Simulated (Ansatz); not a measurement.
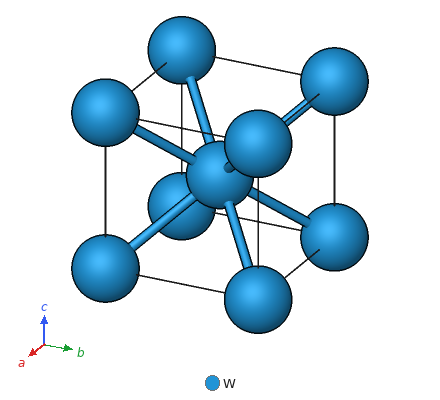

W (Im-3m, No. 229): the input geometry of a calculation.

```yaml
crystal:
  lattice:
    - [3.18434, 0.00000, 0.00000]
    - [0.00000, 3.18434, 0.00000]
    - [0.00000, 0.00000, 3.18434]
  atoms:
    - { symbol: W, position: [0.00000, 0.00000, 0.00000] }
    - { symbol: W, position: [0.50000, 0.50000, 0.50000] }
```

### What will a dark-field STEM-like image along [211] show? Simulation: incoherent imaging, intensity Z^1.8 per atom, probe width 0.62 Å, thin sample. The probe carries 15 % of its weight in a tail 2.5 times as wide. The display is stretched by a gamma of 0.8; percentages refer to the linear signal. Shot noise and a slight drift were added.

The columns repeat on a rectangular net of 0.92 × 2.25 Å (plane group p2mm). All columns are alike (W). The shortest distance between visible columns is 0.92 Å in projection. Along the beam the structure repeats every 7.80 Å.

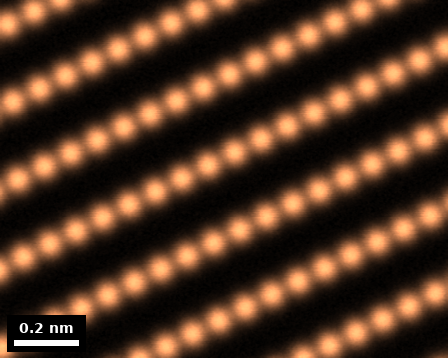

The simulated image.
